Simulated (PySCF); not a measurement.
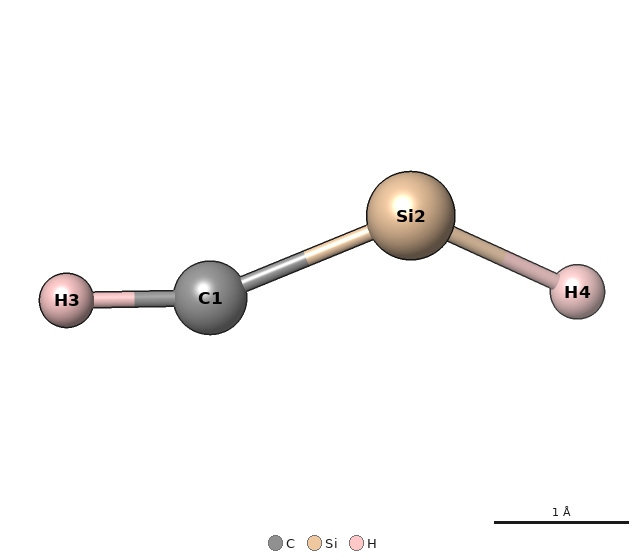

Orthographic view. Distant atoms are faded towards the background colour. Computed geometry: PBE0-D3(BJ)/def2-SVP optimisation. No frequency run is at hand to confirm it as a minimum.

Give the geometry as a Z-matrix, atoms in numerical order, with these reference atoms: 2 to 1; 3 to 1, 2; 4 to 2, 1, 3.

```
C  
Si   1   1.642
H    1   1.089   2   154.3
H    2   1.487   1   125.7   3   179.4
```
